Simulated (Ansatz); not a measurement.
## Electronic structure of FGeH$_{2}$OSi (SMILES [F][Ge][O][SiH2]) (doublet) in real space

Input file:

```
basis:
  gaussian:
    orbitals: def2-TZVPD
crystal:
  periodic: [false, false, false]
  atoms:
    - {symbol: F, position_ang: [0.362991, 1.107989, 2.587268]}
    - {symbol: Ge, position_ang: [0.918695, 2.360405, 1.470524]}
    - {symbol: O, position_ang: [0.683948, 1.410321, -0.018427]}
    - {symbol: Si, position_ang: [0.128545, -0.129851, -0.395340]}
    - {symbol: H, position_ang: [0.367924, -0.357125, -1.854470]}
    - {symbol: H, position_ang: [0.832446, -1.171397, 0.418676]}
magnetization:
  spin_polarized: true
  initial_magnetization: 1
hamiltonian:
  xc: {name: PBE0}
output: {forces: true, orbitals: {seedname: orbitals}}
```

Launched as:

```sh
ansatz run input.yaml --threads 2 --pin off --max-ram 4350MiB --events-out events.jsonl --progress --plain --runs-dir runs
```

Geometry: r2SCAN-D4/def2-SVP.

Level of theory: isolated molecule in a Gaussian basis; Kohn-Sham density functional theory, functional PBE0 in Ansatz.

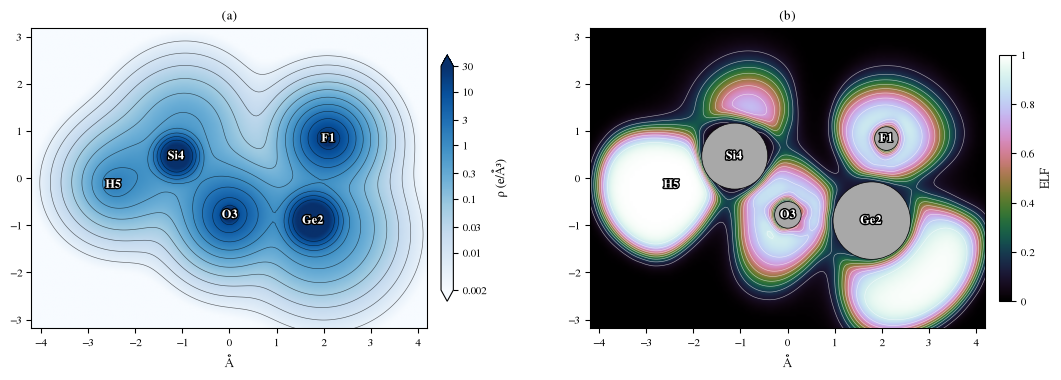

Figure 1. (a) electron density; (b) electron localisation function on the plane of atoms F1, Ge2 and O3. Grey discs cover the atomic cores in the ELF map.

Q: Interpret the plot.

A: Atoms in the plane: F, Ge, O, Si and H. Si–O (1.68 Å): the density is about 1.1 e/Å³ at the midpoint; the ELF peaks at about 0.85 between the atoms; a shared but strongly polarised pair. Ge–F (1.77 Å): the density is about 0.91 e/Å³ at the midpoint; the ELF peaks at about 0.80 in the valence shell of F, 0.5 Å from its nucleus, and is about 0.25 at the midpoint. Ge–O (1.78 Å): ρ is about 0.95 e/Å³ halfway; the ELF peaks at about 0.85 in the valence shell of O, 0.6 Å from its nucleus, and is about 0.30 at the midpoint. Si–H (1.50 Å): ρ is about 0.8 e/Å³ halfway; the ELF climbs to about 1 towards the hydrogen, as it does in any bond to H. The ELF also peaks beside O3 and F1, away from the bonds: non-bonding electrons, paired or unpaired.

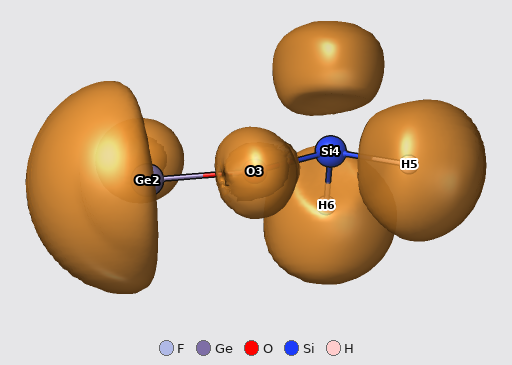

Figure 2. Isosurface of the electron localisation function at 0.8 (orange), seen from one side. Only the valence region is drawn (cores and ρ < 0.01 e/Å³ removed).

Q: Where are the electrons localised?

A: At this value the surface marks out two regions around hydrogen nuclei, one lobe on Ge, pointing away from the bonds (non-bonding electrons), one lobe on Si, pointing away from the bonds (non-bonding electrons), one region wrapped around F (its valence shell) and one region wrapped around O (its valence shell).

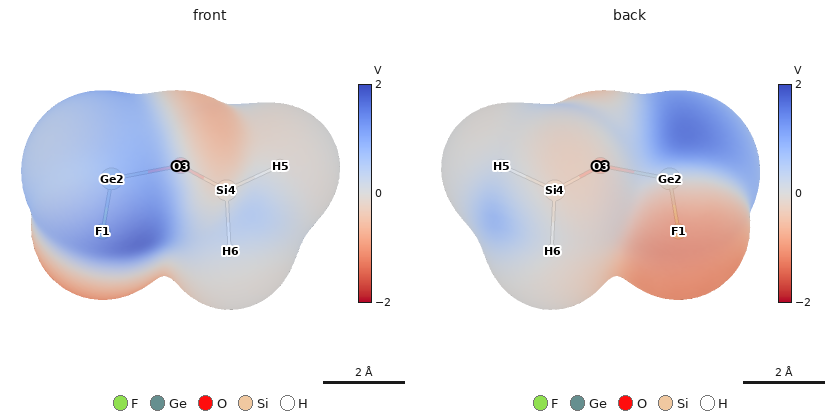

Figure 3. The molecular electrostatic potential painted on the density surface at 0.001 e/bohr³, seen from the front and from behind; red is negative and blue positive.

Q: Where is the surface potential most negative and most positive?

A: The most negative region (about −1.1 V) lies over F1, the most positive (about +1.6 V) over Ge2.

Q: How polar is the molecule by this calculation?

A: Its dipole moment is 1.57 D.
